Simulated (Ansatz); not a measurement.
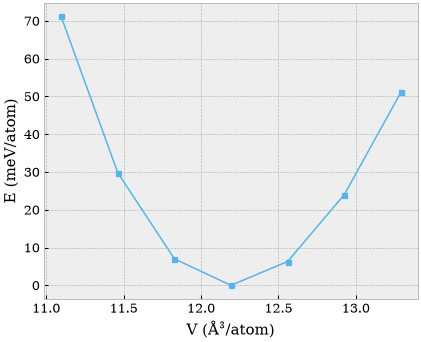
Figure: FeSi₂ in space group P4/mmm (No. 123; Fe on 1a, Si on 2h) under volume change, plane-wave PAW PBEsol (Ansatz code), shape and atoms relaxed at each volume.

Question: What does a third-order Birch–Murnaghan fit give for V₀, B₀ and B′?

Answer: V₀ = 12.19 Å³/atom, B₀ = 194 GPa, B′ = 4.5.

The workflow started from a Materials Project entry (that database holds measured and hypothetical structures alike); the Crystallography Open Database files this formula in space group No. 123, but the cells were not matched. Its standing as an ambient phase is unchecked. The PBEsol relaxation kept the symmetry of its start; of distortions, only those at the zone centre were tested. No spin polarisation was allowed.

Potentials: the later of the program's two PAW sets.
